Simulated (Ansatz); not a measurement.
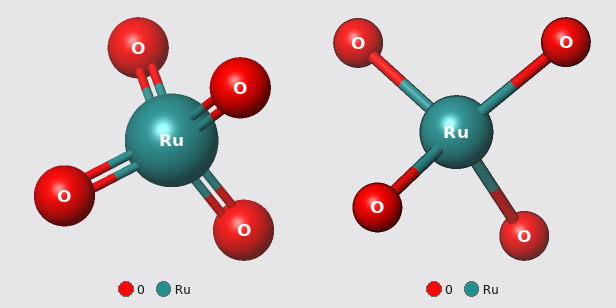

Both panels show the same species.

The species is neutral and a spin singlet. The computed structure is the end point of a PBE0-D4/def2-TZVP optimisation.

What does the picture show?

It has 5 atoms: 1 ruthenium and 4 oxygen (RuO₄). As SMILES it reads `[O]=[Ru](=[O])(=[O])=[O]`. The point group is Td. Coordination: 1 Ru tetrahedral.

More results for the same structure follow; atom numbers are the same in all pictures, views and colours differ.

### Electronic properties

Properties computed with RKS PBE0-D4/def2-QZVPP, core potentials on Ru (Ansatz 0.2.0).

Predict the main results.

- HOMO energy (Kohn–Sham orbital): −10.49 eV
- LUMO energy (Kohn–Sham orbital): −4.97 eV
- HOMO–LUMO gap: 5.51 eV

### Vibrations

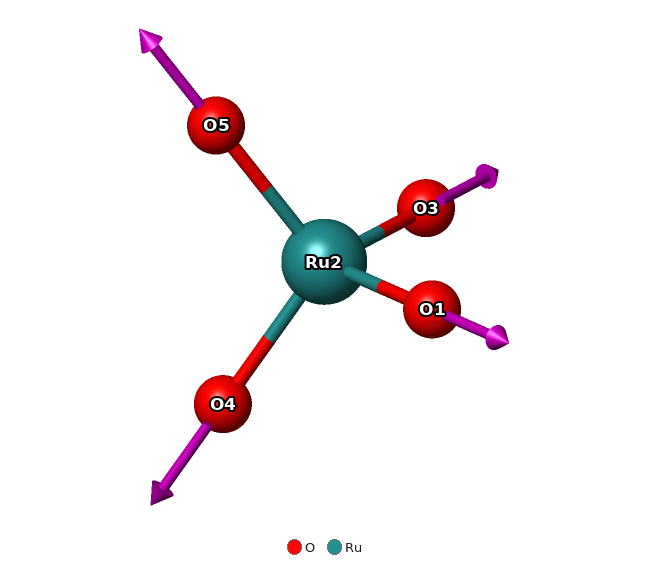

The arrows show one normal mode. Harmonic vibrations computed with RKS PBE0-D4/def2-TZVP, core potentials on Ru (Ansatz 0.2.0) at a stationary point of the same level.

Describe the motion.

Answer. Mostly in-phase stretching of 4 Ru–O bonds.

At what wavenumber does it lie?

Answer. 1018 cm⁻¹; it is mode 6 of 9 counted from the lowest.

### Thermal motion

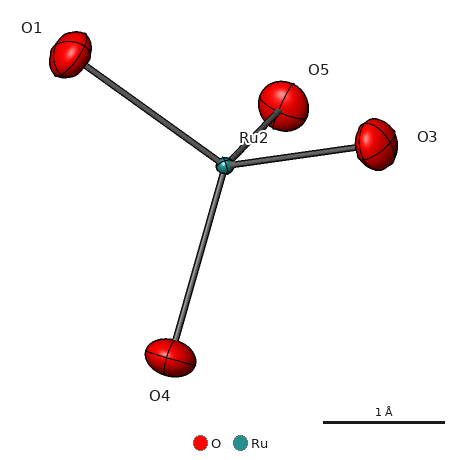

Displacement ellipsoids at the 50 % level, enlarged 3 times, from the internal vibrations of the free molecule (harmonic, no overall translation or rotation; no half-axis is drawn under 0.075 Å). Vibrations computed with RKS PBE0-D4/def2-TZVP, core potentials on Ru (Ansatz 0.2.0). Temperature: 298 K.

Which atom moves most?

Answer. O1, O3, O4, O5, with U_eq = 0.0018 Å².

Give the displacement parameters, one line for each set of equivalent atoms.

```tsv
atom	U_eq (Å²)	rms amplitudes (Å)
O1, O3, O4, O5	0.0018	0.033, 0.047, 0.047
Ru2	0.00015	0.012, 0.012, 0.012
```
